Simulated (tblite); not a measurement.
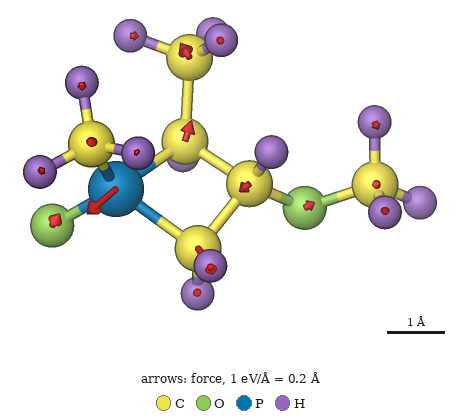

Starting geometry of C6H13O2P with the computed forces as red arrows. A ball-and-stick model, seen at a tilt.

The calculation used GFN2-xTB geometry optimisation, gas phase in tblite. 

### What follows when this structure is relaxed?

It isn't relaxed: the largest force vector, on the P atom, is 4.57 eV/Å. The final displacements have little in common with the starting forces (cosine between the two patterns 0.15). Over 151 geometry steps the energy falls by 1.008 eV. The atom that moves furthest after the best rigid fit is an H atom (1.14 Å). By element the largest moves are H 1.14 Å, O 0.51 Å, C 0.41 Å, P 0.10 Å. Near-neighbour distances that change, for instance: C–P 1.798 → 1.851 Å, C–P 1.815 → 1.861 Å, O–P 1.503 → 1.466 Å, C–H 1.121 → 1.088 Å. Bond angles that change, for instance: P–C–H 109.4° → 119.8°, C–P–O 111.3° → 120.7°, C–P–C 116.4° → 108.2°. Groups turn about C–O by about 50°, C–P by about 30°, C–C by about 30°.
